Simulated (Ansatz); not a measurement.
Consider SiGeF$_{6}$.

```xyz
16
Lattice="-4.5119 0.0000 0.0000 0.0000 4.3887 0.0000 0.0000 0.0000 -14.6289" Properties=species:S:1:pos:R:3 pbc="T T T"
Si   -2.2560    0.0000   -7.9828
Si   -2.2560    2.1944   -0.6684
Ge    0.0000    0.0000  -13.7722
Ge    0.0000    2.1944   -6.4578
F     0.0000    3.3151   -7.9736
F     0.0000    1.1208   -0.6592
F     0.0000    1.0736   -7.9736
F     0.0000    3.2680   -0.6592
F     0.0000    2.1944  -12.9050
F     0.0000    0.0000   -5.5906
F    -2.2560    1.0975  -14.0717
F    -2.2560    3.2919   -6.7572
F    -2.2560    3.2912  -14.0717
F    -2.2560    1.0969   -6.7572
F    -2.2560    2.1944   -9.0225
F    -2.2560    0.0000   -1.7081
```

Space group Amm2; a structure generated by program, which may or may not match a known phase.

Theory: Ansatz 0.2.0, DFT PBE, scalar-relativistic, plane waves, PAW.

Q: Predict the valence pseudo-density and electron localisation function between the atoms.

A: Si–F (1.64 Å): ρ at the midpoint is about 1.1 e/Å³; the ELF peaks at about 0.80 between the atoms.

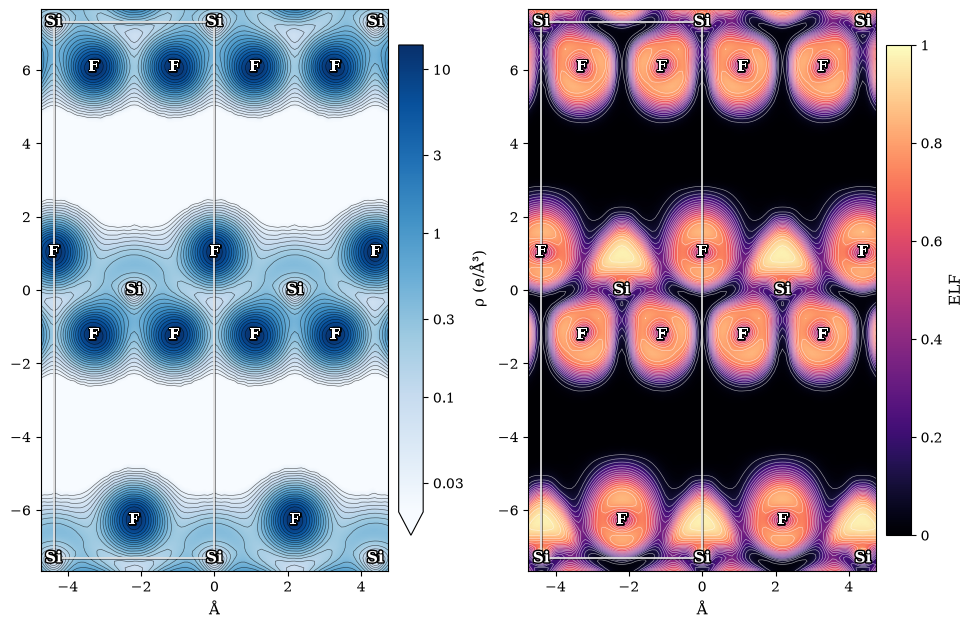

Computed valence pseudo-density and electron localisation function on the (100) plane of the conventional cell, in this order. 

Core electrons are frozen (PAW), and the valence fields are smoothed inside the atomic spheres.
